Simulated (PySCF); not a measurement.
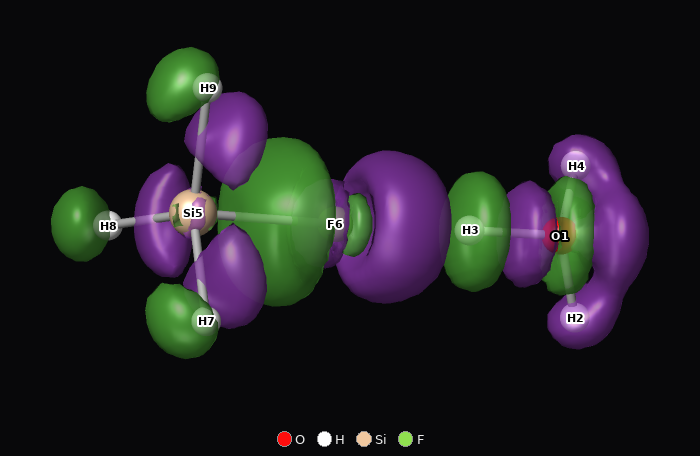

FH6OSi, charge +1, SMILES `[OH3+].[SiH3]F`. Density of the complex less the densities of the two fragments at the same geometry, ±0.015 e/Å³ (purple: gain, green: loss). Fragment A: H3O(+1) (atoms 1–4); fragment B: SiH3F.

Computed with PySCF, HF/def2-SVPD, geometry: GFN2-xTB.

**Which way does charge flow?**

Hirshfeld charges show 0.067 e passing from B to A. By Hirshfeld charges, electrons gather most on O1 (−0.038 e) and leave Si5 most (+0.046 e); 0.27 e is displaced in all.

**What is the interaction energy, and which contacts carry it?**

The counterpoise-corrected interaction energy of the frozen fragments is −30.5 kcal/mol without dispersion correction and −32.8 kcal/mol with D3(BJ). The pair geometry is semi-empirical, not a minimum at this level. Contacts: H3···F6, hydrogen bond, 1.48 Å, ρ = 0.056 a.u. The pose is a local one from a semi-empirical search, not shown to be the most stable.
